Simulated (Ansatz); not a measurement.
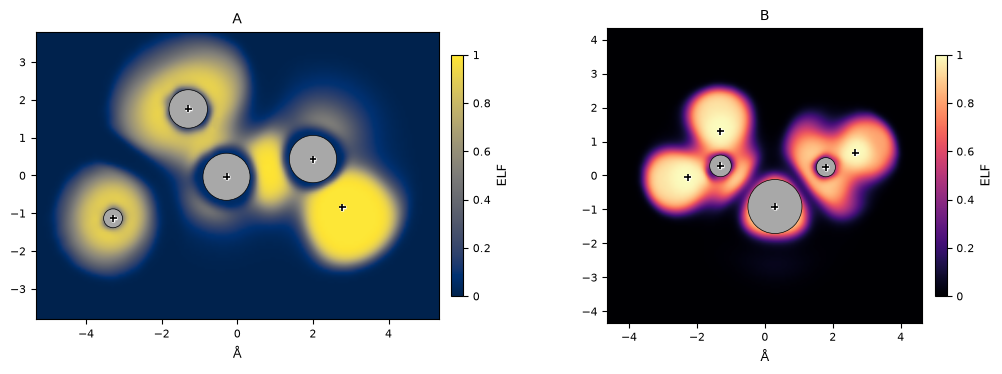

The ELF of 2 systems, each on a plane through atoms (crosses mark nuclei in the plane; grey discs cover the cores).

All numbers below come from Ansatz 0.2.0, RKS PBE0-D4/def2-SVP.

System 1: Cl2H3NOZr, the plane of atoms Zr1, O2 and H3. Core potentials replace the inner electrons of Zr.

```xyz
8

Zr   -0.1379   -0.0255   -0.0432
O    -0.2414    0.0881    1.8449
H    -0.1933   -0.0235    2.7952
Cl    2.0991   -0.0737   -0.8246
N    -1.0211    1.6346   -0.7304
H    -1.1260    1.8643   -1.7180
H    -1.4344    2.3811   -0.1758
Cl   -1.2872   -1.9074   -0.9104
```

System 2: Cl2H4Si2···HF, the plane of atoms Si4, Si1 and Cl8. 

```xyz
10

Si   -0.3039    0.1217    0.0801
H    -0.7013   -0.1494    1.4832
Cl    1.7829    0.3230    0.0635
Si   -1.1787    2.0532   -0.8994
H    -2.6699    1.9748   -0.8874
H    -0.7278    3.2537   -0.1345
H    -0.6809    2.1208   -2.3039
Cl   -0.8250   -1.4797   -1.1056
F     1.1924   -2.2128    1.6759
H     1.7678   -1.6145    1.2642
```

Question: Which map belongs to which system?

Answer: Panel A is system 2, Cl2H4Si2···HF: the plane holds Si, H, Cl and F. Si–Cl (2.06 Å): the ELF peaks at about 0.85 between the atoms, as expected for a shared but strongly polarised pair. Panel B is system 1, Cl2H3NOZr: the plane holds Zr, O, H and N. Zr–O (1.89 Å): the ELF peaks at about 0.85 in the valence shell of O, 0.5 Å from its nucleus, and drops to about 0.20 between the two atoms.
